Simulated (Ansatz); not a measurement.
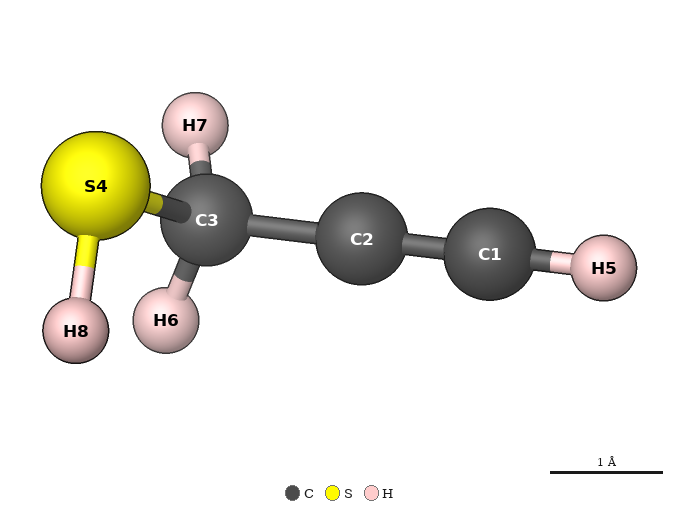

Source: calculation with Ansatz.

The atoms are numbered. Geometry: moved along internal coordinates away from the minimum.

Give the bond lengths.

```csv
bond,length (Å),order
C1–C2,1.199,triple
C1–H5,1.064,single
C2–C3,1.446,single
C3–S4,1.827,single
C3–H6,1.092,single
C3–H7,1.092,single
S4–H8,1.343,single
```
